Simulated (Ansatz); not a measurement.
Ligand exchange: CH3Br + C2H8SSi → SiH3Br + C3H8S

Species: CH3Br (bromomethane) `CBr`, singlet; C2H8SSi `CCS[SiH3]`, singlet; SiH3Br `[SiH3]Br`, singlet; C3H8S (ethyl methyl sulfide) `CCSC`, singlet. The partners trade CH3 for SiH3: Br–CH3 and S–SiH3 bonds give way to Br–SiH3 and S–CH3.

Shapes, held fixed at every level: PBE0-D4/def2-TZVP. Flexible molecules stand in one conformer, not always the lowest. Programs: Ansatz 0.2.0. The zero-point and thermal change to 298 K, harmonic and unscaled (PBE0-D4/def2-TZVP), is -0.2 kJ/mol.

```
               level                    kind  ΔH(298 K) (kJ/mol)  less CCSD(T)/def2-TZVPP
r2SCAN-D4/def2-TZVPP                meta-GGA               -46.3                     -2.3
 BHLYP-D4/def2-TZVPP           global hybrid               -48.3                     -4.3
  wB97M-V/def2-TZVPP  range-separated hybrid               -48.6                     -4.6
  wB97X-V/def2-TZVPP  range-separated hybrid               -47.9                     -3.9
        MP2/def2-SVP     perturbation theory               -52.2                     -8.2
     CCSD/def2-TZVPP   coupled cluster or CI               -45.6                     -1.6
  CCSD(T)/def2-TZVPP   coupled cluster or CI               -44.0                      0.0
```

The highest level, CCSD(T)/def2-TZVPP, gives ΔH(298 K) = -44.0 kJ/mol; the levels span -52.2 to -44.0. The column of differences is taken from that level and isn't an error. No measured value is set beside it here. Relativity is left out for Br unless named. Correlated rows may include outer-core shells of Br, which these sets cover unevenly.

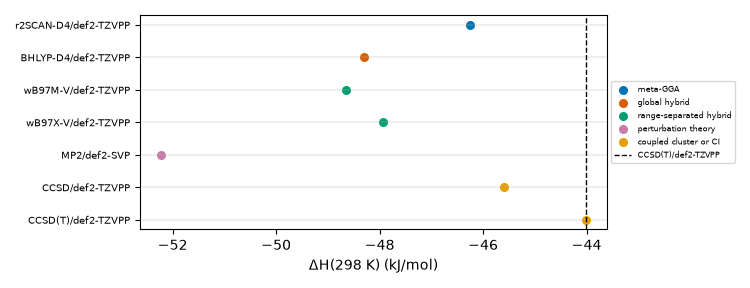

The values of the table, level by level.
